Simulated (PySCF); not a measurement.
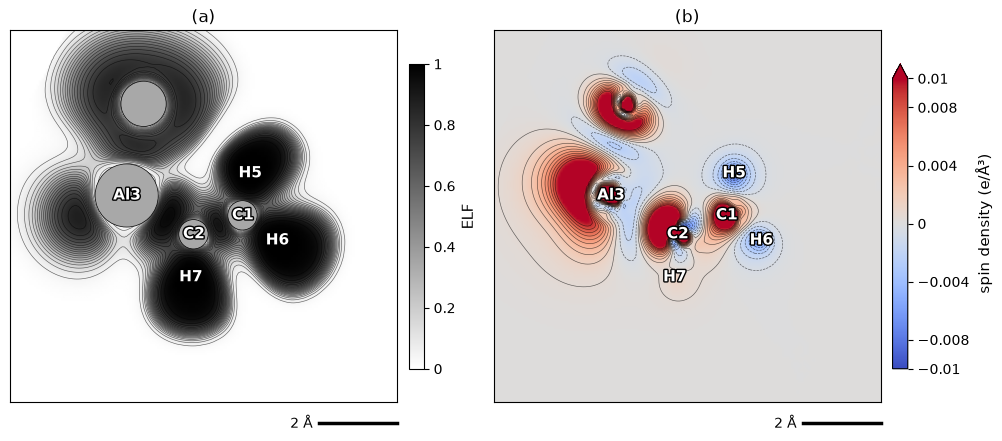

*C₂H₄AlBr (SMILES C=[CH][AlH-][Br]) (charge −1, doublet). (a) ELF; (b) spin density on the plane of atoms C2, C1 and H6. Grey discs cover the atomic cores in the ELF map.*

Geometry: PBE0-D3(BJ)/ma-def2-SVP.

The calculation used DFT single point, gas phase, functional PBE0 (PySCF).

```csv
atom,x (Å),y (Å),z (Å)
C,-1.2899,0.3515,0.4287
C,-0.4023,-0.5964,0.0653
Al,1.5706,-0.4459,-0.1154
Br,2.1854,1.8963,-0.0755
H,-0.9757,1.3885,0.6090
H,-2.3639,0.1491,0.5635
H,-0.8335,-1.6042,-0.0845
H,2.1511,-1.1076,-1.4832
```

### Describe what can be read from this map.

Atoms in the plane: C, Al and H. C–C (1.35 Å): the ELF peaks at about 0.90 between the atoms; localised, covalent bonding. C–Al (1.99 Å): the ELF peaks at about 0.95 between the atoms (a polar covalent bond). C–H (1.10 Å): the ELF climbs to about 1 towards the hydrogen, as it does in any bond to H; an ordinary covalent bond to hydrogen. The ELF also peaks beside Br4, away from the bonds: non-bonding electrons, paired or unpaired. The unpaired spin (1 electron) lies mostly on Al3 (about 0.8) and C1 (about 0.1), in electrons by Hirshfeld's partition.
